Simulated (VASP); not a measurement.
Band structure of SiO$_{2}$ (quartz). Calculation: PBE GGA, VASP's PBE PAW potentials (set 64) (plane waves; VASP).

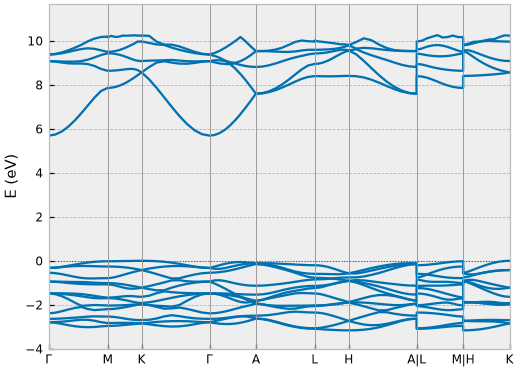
Figure: Bands along high-symmetry lines, zero at the valence-band maximum or, without a gap, the Fermi level

Q: Read the plot: is there a gap, and where are the band edges?

A: The gap is indirect, 5.69 eV, from the valence maximum at K to the conduction minimum at Γ. (Edges off the drawn lines would not show.)

Measured: gap 9.70 eV (computed value off by -4.01 eV), as given by Wei Chen et al., Physical Review Materials (2018), doi:10.1103/physrevmaterials.2.073803 [computed exciton binding energy of 1.2 eV added to the absorption spectrum's value].

The compound is SiO2 in the quartz structure. It was relaxed first, which changed the volume by +6 %.
